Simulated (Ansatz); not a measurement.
```xyz
6
charge 1, multiplicity 1
O     0.2566   -1.9536    0.2623
Ga   -0.0818    1.4047    0.3941
H    -0.3633   -2.6108    0.5937
H     0.0735   -0.1499    0.3306
H     0.9921   -2.4464   -0.1149
H    -0.2344    2.9338    0.4571
```

What structure does this define?

Formula GaH₄O⁺. Judged by distances it falls into 2 fragments: H2O, GaH2. All atoms lie on one plane. Coordination: 1 O bent; 1 Ga linear.

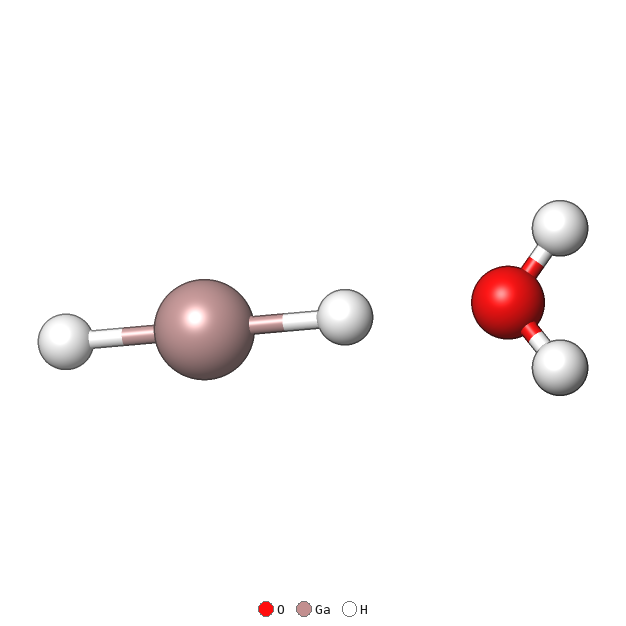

The picture comes from a calculation with Ansatz.
